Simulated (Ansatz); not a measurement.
## Run report: SiH$_{4}$O, molecular dynamics (part 3 of 3)

Continued. System: SiH$_{4}$O. Method: RKS PBE0-D4/6-31G (Ansatz 0.2.0). It belongs to a series of runs on one base structure; here: dynamics from the last frame of an earlier run.

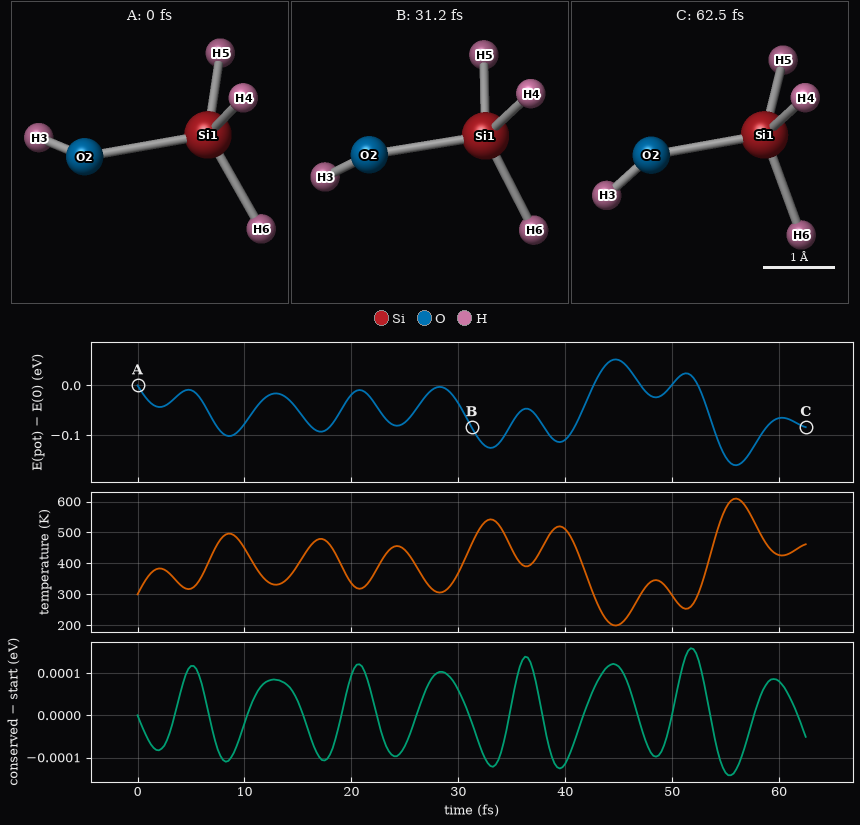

Fig. 1: Frames of the molecular dynamics (ball-and-stick, seen at a tilt) above the curves, on which the letters mark them. The trajectory kept here has 251 frames over 62.5 fs. The temperature starts at 300 K, ranges from 199 to 610 K and averages 411 K over the second half. The potential energy ends 0.084 eV below its first value. The conserved quantity stays within 0.0003 eV. After an unweighted best fit of the last frame on the first, the root-mean-square displacement is 0.31 Å, and H3 has moved furthest (0.50 Å).

```
Total energy: -9982.15954903 eV, -366.8375972761 hartree
Atom 0 at     0.023218    -0.388366    -0.722715 Å, force    -0.936656    -0.503582    -1.123781 eV/Å
Atom 1 at     0.011589    -0.168734     0.933052 Å, force     0.065896     0.526347     1.785409 eV/Å
Atom 2 at    -0.737904    -0.013182     1.524511 Å, force     0.204201    -0.015886    -0.280412 eV/Å
Atom 3 at     1.314535    -1.058719    -1.015031 Å, force     0.103585    -0.260111    -0.146268 eV/Å
Atom 4 at     0.012590     0.889292    -1.557078 Å, force    -0.215210    -0.235076     0.183336 eV/Å
Atom 5 at    -1.247019    -1.280703    -0.959325 Å, force     0.778183     0.488308    -0.418286 eV/Å
Dipole moment:    -0.319456     0.044498    -0.087245 e Å
```

## Trajectory as extended XYZ (Å, eV, eV/Å), 31 of the 251 frames kept, from step=0 to step=250
```
6
Properties=species:S:1:pos:R:3:forces:R:3 step=0 time_fs=0.0 energy=-9982.07576 temperature=300.0
Si    0.0049   -0.3886   -0.7736    0.0861  -0.3434   1.5241
O     0.0029   -0.2076    1.0431   -0.3146   0.2420  -1.6414
H    -0.3803    0.6213    1.3879   -0.0110  -0.1986   0.0375
H     1.3552   -0.9359   -0.9978    0.3982  -0.2907  -0.2331
H     0.0201    0.9574   -1.4979   -0.4626  -0.3197   0.1507
H    -1.0053   -1.4832   -1.2278    0.3039   0.9105   0.1622
6
Properties=species:S:1:pos:R:3:forces:R:3 step=8 time_fs=2.0 energy=-9982.11908 temperature=383.6
Si    0.0059   -0.3861   -0.7745    0.6109  -0.1846   2.0392
O     0.0023   -0.2086    1.0430   -0.3740   0.4691  -1.5212
H    -0.3872    0.6094    1.4203    0.0961  -0.4139  -0.1614
H     1.3381   -0.9767   -0.9912    0.4685  -0.1796  -0.2200
H    -0.0194    0.9052   -1.5282   -0.3400   0.1835  -0.0222
H    -0.9591   -1.4315   -1.2096   -0.4615   0.1255  -0.1144
6
Properties=species:S:1:pos:R:3:forces:R:3 step=17 time_fs=4.2 energy=-9982.08787 temperature=323.6
Si    0.0081   -0.3836   -0.7722    1.5754   0.0452   2.4166
O     0.0005   -0.2086    1.0384   -0.1492   0.1347  -1.6173
H    -0.3917    0.5795    1.4504   -0.0603  -0.0604  -0.0829
H     1.3386   -1.0298   -0.9935    0.1490   0.1185  -0.1414
H    -0.0791    0.8552   -1.5634   -0.1769   0.6065  -0.1505
H    -0.9302   -1.3700   -1.1951   -1.3381  -0.8445  -0.4245
6
Properties=species:S:1:pos:R:3:forces:R:3 step=25 time_fs=6.2 energy=-9982.11457 temperature=375.2
Si    0.0123   -0.3813   -0.7666    1.5498  -0.2046   2.0044
O    -0.0014   -0.2081    1.0302    0.0808  -0.1514  -1.6485
H    -0.3978    0.5498    1.4738   -0.2125   0.2478   0.0322
H     1.3455   -1.0727   -1.0014   -0.1998   0.3844  -0.0606
H    -0.1395    0.8336   -1.5998   -0.0008   0.5481  -0.0049
H    -0.9547   -1.3453   -1.1978   -1.2175  -0.8243  -0.3227
6
Properties=species:S:1:pos:R:3:forces:R:3 step=33 time_fs=8.2 energy=-9982.17591 temperature=493.5
Si    0.0184   -0.3794   -0.7584    0.4849  -0.7406   0.9782
O    -0.0032   -0.2079    1.0181    0.0591   0.0958  -1.2341
H    -0.4112    0.5277    1.4973   -0.0970   0.0249  -0.1554
H     1.3453   -1.1013   -1.0116   -0.3674   0.5188  -0.0050
H    -0.1998    0.8319   -1.6357    0.2107   0.1872   0.3314
H    -1.0231   -1.3499   -1.2118   -0.2904  -0.0861   0.0849
6
Properties=species:S:1:pos:R:3:forces:R:3 step=42 time_fs=10.5 energy=-9982.13770 temperature=419.8
Si    0.0260   -0.3784   -0.7477   -0.9126  -0.9931  -0.1244
O    -0.0051   -0.2074    1.0011   -0.0119   0.4364  -0.5607
H    -0.4301    0.5030    1.5159    0.0782  -0.2769  -0.4068
H     1.3294   -1.1105   -1.0236   -0.2365   0.4565   0.0000
H    -0.2577    0.8381   -1.6606    0.4322  -0.1756   0.6521
H    -1.1121   -1.3583   -1.2234    0.6505   0.5528   0.4398
6
Properties=species:S:1:pos:R:3:forces:R:3 step=50 time_fs=12.5 energy=-9982.09341 temperature=334.3
Si    0.0315   -0.3789   -0.7382   -1.8375  -0.8852  -0.7282
O    -0.0068   -0.2059    0.9844    0.1839   0.2784  -0.2359
H    -0.4448    0.4718    1.5175   -0.0436  -0.0676  -0.2414
H     1.3061   -1.1004   -1.0344    0.1147   0.2419  -0.0529
H    -0.2921    0.8377   -1.6572    0.5518  -0.2566   0.7263
H    -1.1674   -1.3456   -1.2170    1.0308   0.6890   0.5320
6
Properties=species:S:1:pos:R:3:forces:R:3 step=58 time_fs=14.5 energy=-9982.11194 temperature=370.1
Si    0.0346   -0.3806   -0.7296   -2.2411  -0.6906  -1.0025
O    -0.0079   -0.2038    0.9671    0.4673   0.0007   0.0403
H    -0.4617    0.4385    1.5104   -0.2671   0.2682   0.0821
H     1.2872   -1.0811   -1.0472    0.4814   0.0006  -0.1239
H    -0.3057    0.8283   -1.6268    0.5674  -0.0695   0.5653
H    -1.1846   -1.3074   -1.1907    0.9921   0.4906   0.4387
6
Properties=species:S:1:pos:R:3:forces:R:3 step=67 time_fs=16.8 energy=-9982.16658 temperature=475.5
Si    0.0345   -0.3837   -0.7217   -1.6693  -0.5139  -1.0596
O    -0.0080   -0.2013    0.9480    0.3973   0.2247   0.9505
H    -0.4914    0.4113    1.5046   -0.1298   0.0977  -0.0202
H     1.2873   -1.0591   -1.0672    0.5483  -0.0969  -0.1300
H    -0.2955    0.8161   -1.5682    0.4642   0.4021   0.1513
H    -1.1610   -1.2441   -1.1423    0.3893  -0.1139   0.1081
6
Properties=species:S:1:pos:R:3:forces:R:3 step=75 time_fs=18.8 energy=-9982.13560 temperature=415.7
Si    0.0320   -0.3872   -0.7161   -0.2970  -0.2617  -1.0643
O    -0.0071   -0.1985    0.9333    0.1820   0.5388   1.9169
H    -0.5230    0.3912    1.4985    0.1405  -0.1880  -0.2612
H     1.3084   -1.0428   -1.0899    0.2191  -0.0016  -0.0314
H    -0.2676    0.8208   -1.5092    0.3278   0.7871  -0.2236
H    -1.1245   -1.1922   -1.0948   -0.5725  -0.8746  -0.3365
6
Properties=species:S:1:pos:R:3:forces:R:3 step=83 time_fs=20.8 energy=-9982.08496 temperature=318.0
Si    0.0291   -0.3911   -0.7121    0.8119   0.0844  -1.3251
O    -0.0056   -0.1945    0.9232    0.2836   0.4191   2.3000
H    -0.5504    0.3653    1.4839    0.0658  -0.0675  -0.0964
H     1.3376   -1.0265   -1.1138   -0.2139   0.1142   0.1050
H    -0.2269    0.8542   -1.4580    0.2256   0.7249  -0.3392
H    -1.1088   -1.1727   -1.0597   -1.1730  -1.2751  -0.6444
6
Properties=species:S:1:pos:R:3:forces:R:3 step=92 time_fs=23.0 energy=-9982.13730 temperature=418.9
Si    0.0270   -0.3953   -0.7098    0.5562   0.2199  -1.9678
O    -0.0031   -0.1889    0.9183    0.5913   0.0565   2.1925
H    -0.5798    0.3343    1.4645   -0.2528   0.2389   0.2823
H     1.3607   -1.0033   -1.1357   -0.4932   0.1220   0.2094
H    -0.1710    0.9220   -1.4146    0.1279   0.0775  -0.1713
H    -1.1397   -1.2051   -1.0482   -0.5294  -0.7149  -0.5451
6
Properties=species:S:1:pos:R:3:forces:R:3 step=100 time_fs=25.0 energy=-9982.15012 temperature=443.7
Si    0.0259   -0.3987   -0.7105   -0.3197   0.2612  -2.3166
O     0.0006   -0.1836    0.9197    0.4234   0.0934   2.2633
H    -0.6142    0.3146    1.4565   -0.1101   0.0922   0.1412
H     1.3625   -0.9780   -1.1471   -0.4387  -0.0043   0.2144
H    -0.1160    0.9864   -1.3834   -0.0020  -0.5527  -0.0166
H    -1.1890   -1.2632   -1.0600    0.4470   0.1102  -0.2857
6
Properties=species:S:1:pos:R:3:forces:R:3 step=108 time_fs=27.0 energy=-9982.09597 temperature=339.2
Si    0.0243   -0.4017   -0.7144   -1.0039   0.4128  -2.1129
O     0.0052   -0.1781    0.9264    0.0407   0.2173   2.2353
H    -0.6521    0.2980    1.4533    0.2391  -0.1777  -0.1741
H     1.3483   -0.9533   -1.1505   -0.1295  -0.2173   0.1375
H    -0.0613    1.0306   -1.3532   -0.1643  -0.8969   0.0061
H    -1.2226   -1.3180   -1.0830    1.0179   0.6618  -0.0919
6
Properties=species:S:1:pos:R:3:forces:R:3 step=117 time_fs=29.2 energy=-9982.08986 temperature=327.4
Si    0.0210   -0.4045   -0.7221   -1.2565   0.5630  -1.3279
O     0.0106   -0.1714    0.9403    0.0664  -0.0330   1.5149
H    -0.6854    0.2726    1.4433    0.1471  -0.0961  -0.0884
H     1.3274   -0.9357   -1.1484    0.2957  -0.4467   0.0248
H    -0.0075    1.0406   -1.3196   -0.3364  -0.8459  -0.1254
H    -1.2152   -1.3502   -1.1132    1.0837   0.8588   0.0020
6
Properties=species:S:1:pos:R:3:forces:R:3 step=125 time_fs=31.2 energy=-9982.15980 temperature=462.5
Si    0.0163   -0.4061   -0.7310   -0.7785   0.5266  -0.4064
O     0.0156   -0.1655    0.9565    0.3306  -0.3794   0.6132
H    -0.7095    0.2462    1.4311   -0.2016   0.1214   0.1777
H     1.3195   -0.9376   -1.1451    0.4251  -0.5029   0.0059
H     0.0271    1.0160   -1.2950   -0.4370  -0.4193  -0.3505
H    -1.1659   -1.3452   -1.1404    0.6614   0.6536  -0.0399
6
Properties=species:S:1:pos:R:3:forces:R:3 step=133 time_fs=33.2 energy=-9982.20044 temperature=540.9
Si    0.0106   -0.4070   -0.7404    0.4417   0.4362   0.5578
O     0.0213   -0.1605    0.9743    0.1370  -0.4224   0.0746
H    -0.7398    0.2236    1.4246   -0.1032   0.0674   0.1260
H     1.3267   -0.9580   -1.1412    0.2018  -0.3636   0.0937
H     0.0452    0.9762   -1.2839   -0.4569   0.2384  -0.6117
H    -1.0929   -1.3165   -1.1697   -0.2205   0.0440  -0.2405
6
Properties=species:S:1:pos:R:3:forces:R:3 step=142 time_fs=35.5 energy=-9982.13525 temperature=415.2
Si    0.0050   -0.4073   -0.7500    1.9447   0.5131   1.4468
O     0.0280   -0.1560    0.9946   -0.4476  -0.2857  -0.2930
H    -0.7765    0.2003    1.4219    0.3592  -0.1337  -0.1059
H     1.3427   -0.9967   -1.1322   -0.2096  -0.0817   0.2199
H     0.0450    0.9426   -1.2993   -0.3957   0.7409  -0.7450
H    -1.0231   -1.2842   -1.2145   -1.2512  -0.7529  -0.5229
6
Properties=species:S:1:pos:R:3:forces:R:3 step=150 time_fs=37.5 energy=-9982.14255 temperature=429.3
Si    0.0027   -0.4069   -0.7565    2.1858   0.4796   1.5408
O     0.0329   -0.1527    1.0118   -0.5665  -0.3370  -0.8417
H    -0.7966    0.1751    1.4165    0.3526  -0.0978  -0.0390
H     1.3496   -1.0350   -1.1156   -0.4377   0.1365   0.2660
H     0.0287    0.9403   -1.3421   -0.3121   0.5317  -0.5432
H    -1.0073   -1.2825   -1.2739   -1.2221  -0.7130  -0.3830
6
Properties=species:S:1:pos:R:3:forces:R:3 step=158 time_fs=39.5 energy=-9982.18952 temperature=519.8
Si    0.0033   -0.4058   -0.7610    1.3459   0.2736   0.9962
O     0.0365   -0.1503    1.0270   -0.2886  -0.4954  -1.4957
H    -0.8046    0.1467    1.4103   -0.0445   0.0782   0.2174
H     1.3405   -1.0685   -1.0892   -0.4153   0.2362   0.2224
H     0.0005    0.9569   -1.4050   -0.2065  -0.0818  -0.1200
H    -1.0357   -1.3059   -1.3466   -0.3911  -0.0108   0.1796
6
Properties=species:S:1:pos:R:3:forces:R:3 step=167 time_fs=41.8 energy=-9982.11908 temperature=383.8
Si    0.0061   -0.4040   -0.7645    0.1435   0.2082   0.4221
O     0.0398   -0.1491    1.0398   -0.2954  -0.4939  -1.8740
H    -0.8148    0.1180    1.4127   -0.1260   0.1200   0.2846
H     1.3126   -1.0960   -1.0497   -0.0923   0.1750   0.0860
H    -0.0403    0.9713   -1.4806   -0.0514  -0.6348   0.3290
H    -1.0845   -1.3320   -1.4192    0.4216   0.6254   0.7524
6
Properties=species:S:1:pos:R:3:forces:R:3 step=175 time_fs=43.8 energy=-9982.03577 temperature=222.9
Si    0.0088   -0.4022   -0.7669   -0.6715   0.2657   0.2871
O     0.0418   -0.1492    1.0464   -0.7294  -0.3325  -1.8383
H    -0.8276    0.0969    1.4256    0.2775   0.0091   0.0847
H     1.2839   -1.1134   -1.0110    0.3121   0.0260  -0.0598
H    -0.0789    0.9602   -1.5356    0.0985  -0.7499   0.5449
H    -1.1132   -1.3319   -1.4548    0.7129   0.7816   0.9815
6
Properties=species:S:1:pos:R:3:forces:R:3 step=183 time_fs=45.8 energy=-9982.03682 temperature=224.8
Si    0.0107   -0.4000   -0.7689   -0.9499   0.2026   0.5110
O     0.0421   -0.1501    1.0487   -0.8827  -0.2415  -1.8059
H    -0.8306    0.0764    1.4421    0.4298  -0.0220  -0.0322
H     1.2666   -1.1296   -0.9745    0.5433  -0.0568  -0.1654
H    -0.1137    0.9215   -1.5704    0.2297  -0.4833   0.5366
H    -1.1157   -1.3029   -1.4537    0.6297   0.6010   0.9560
6
Properties=species:S:1:pos:R:3:forces:R:3 step=192 time_fs=48.0 energy=-9982.09671 temperature=340.4
Si    0.0114   -0.3973   -0.7701   -0.3307  -0.0905   1.2036
O     0.0401   -0.1518    1.0459   -0.4442  -0.2679  -1.9420
H    -0.8168    0.0530    1.4602    0.0218   0.0822   0.0917
H     1.2704   -1.1496   -0.9408    0.3789   0.0661  -0.2148
H    -0.1424    0.8582   -1.5863    0.3215   0.2096   0.2464
H    -1.0920   -1.2449   -1.4101    0.0527   0.0004   0.6150
6
Properties=species:S:1:pos:R:3:forces:R:3 step=200 time_fs=50.0 energy=-9982.07414 temperature=296.9
Si    0.0115   -0.3950   -0.7695    0.7855  -0.2774   2.0075
O     0.0371   -0.1540    1.0385   -0.1146  -0.2409  -1.9125
H    -0.8025    0.0352    1.4795   -0.2363   0.1334   0.1453
H     1.2890   -1.1647   -0.9195    0.0152   0.2740  -0.2328
H    -0.1552    0.8096   -1.5903    0.3468   0.8723  -0.1199
H    -1.0689   -1.1931   -1.3463   -0.7966  -0.7615   0.1125
6
Properties=species:S:1:pos:R:3:forces:R:3 step=208 time_fs=52.0 energy=-9982.06055 temperature=270.9
Si    0.0127   -0.3930   -0.7662    1.4057  -0.2682   2.2565
O     0.0337   -0.1568    1.0266   -0.2807  -0.0789  -1.4519
H    -0.7954    0.0220    1.5034    0.0453   0.0599  -0.1109
H     1.3084   -1.1695   -0.9070   -0.2724   0.4011  -0.2521
H    -0.1547    0.7926   -1.5980    0.3487   1.0340  -0.2471
H    -1.0751   -1.1693   -1.2776   -1.2467  -1.1479  -0.1945
6
Properties=species:S:1:pos:R:3:forces:R:3 step=217 time_fs=54.2 energy=-9982.18389 temperature=509.0
Si    0.0161   -0.3912   -0.7590    0.6050  -0.2829   1.4666
O     0.0291   -0.1602    1.0091   -0.3983   0.0939  -0.8098
H    -0.7848    0.0099    1.5246    0.3057  -0.0031  -0.3732
H     1.3184   -1.1572   -0.9047   -0.3235   0.3483  -0.2767
H    -0.1382    0.8176   -1.6162    0.3273   0.4519   0.0563
H    -1.1341   -1.1910   -1.2075   -0.5161  -0.6081  -0.0631
6
Properties=species:S:1:pos:R:3:forces:R:3 step=225 time_fs=56.2 energy=-9982.23454 temperature=606.9
Si    0.0201   -0.3900   -0.7504   -0.6198  -0.2590   0.5330
O     0.0241   -0.1629    0.9914    0.0052   0.1345  -0.5210
H    -0.7651   -0.0005    1.5298    0.0034   0.0564  -0.2090
H     1.3149   -1.1324   -0.9138   -0.1250   0.1443  -0.2986
H    -0.1104    0.8589   -1.6304    0.2499  -0.2192   0.4165
H    -1.2080   -1.2355   -1.1481    0.4863   0.1429   0.0791
6
Properties=species:S:1:pos:R:3:forces:R:3 step=233 time_fs=58.2 energy=-9982.17715 temperature=496.2
Si    0.0232   -0.3892   -0.7410   -1.4551  -0.1740  -0.1741
O     0.0191   -0.1654    0.9724    0.4692   0.1609  -0.2326
H    -0.7455   -0.0088    1.5276   -0.3798   0.1302   0.0823
H     1.3069   -1.1023   -0.9343    0.1633  -0.1111  -0.3098
H    -0.0733    0.8926   -1.6292    0.1159  -0.6166   0.5956
H    -1.2646   -1.2755   -1.0862    1.0866   0.6107   0.0386
6
Properties=species:S:1:pos:R:3:forces:R:3 step=242 time_fs=60.5 energy=-9982.14099 temperature=426.3
Si    0.0244   -0.3886   -0.7308   -1.6000  -0.2381  -0.7580
O     0.0147   -0.1676    0.9506    0.3263   0.3385   0.7399
H    -0.7383   -0.0126    1.5272   -0.1412   0.0695  -0.0577
H     1.3052   -1.0735   -0.9714    0.2950  -0.2835  -0.2678
H    -0.0266    0.9036   -1.6016   -0.0661  -0.6174   0.5050
H    -1.2801   -1.2934   -1.0156    1.1860   0.7310  -0.1614
6
Properties=species:S:1:pos:R:3:forces:R:3 step=250 time_fs=62.5 energy=-9982.15953 temperature=461.9
Si    0.0232   -0.3884   -0.7227   -0.9367  -0.5036  -1.1238
O     0.0116   -0.1687    0.9331    0.0659   0.5263   1.7854
H    -0.7379   -0.0132    1.5245    0.2042  -0.0159  -0.2804
H     1.3145   -1.0587   -1.0150    0.1036  -0.2601  -0.1463
H     0.0126    0.8893   -1.5571   -0.2152  -0.2351   0.1833
H    -1.2470   -1.2807   -0.9593    0.7782   0.4883  -0.4183
```

This output came from the following input.

## The input
```yaml
crystal:
  periodic: [false, false, false]
  atoms:
    - { symbol: Si, position_ang: [0.004906, -0.388601, -0.773631] }
    - { symbol: O, position_ang: [0.002943, -0.207573, 1.043145] }
    - { symbol: H, position_ang: [-0.380315, 0.621292, 1.387857] }
    - { symbol: H, position_ang: [1.35522, -0.935854, -0.997838] }
    - { symbol: H, position_ang: [0.020084, 0.957427, -1.497933] }
    - { symbol: H, position_ang: [-1.005345, -1.483161, -1.227788] }
basis:
  gaussian: { orbitals: "6-31G" }
hamiltonian:
  xc: pbe0
  dispersion: d4
md:
  timestep: 0.25
  n_steps: 250
  ensemble: nve
  temperature: 300.0
  initial_velocities: maxwell_boltzmann
  seed: 876727
```

Run as:
```bash
ansatz run input.yaml --threads 1 --pin off --max-ram 2048MiB --backend cpu --events-out ev --progress --plain --runs-dir out
```

## Results in brief

- outcome: finished
- mean temperature over the second half: 411 K
- trajectory: 250 steps, 62.5 fs
- ensemble: nve
- temperature in the input: 300.0 K
- time step: 0.25 fs
- potential energy (last step): −9982.1595 eV
- mean-field energy (last step): −9982.1065 eV
- largest force (length of the vector) (last step): 1.863 eV/Å
- hardware: 1 thread of Arm Neoverse V2, 24 GiB of memory available, shared host
- wall time: 2.6 min
- peak memory: 0.077 GiB

## Notes

So short a trajectory is not equilibrated.
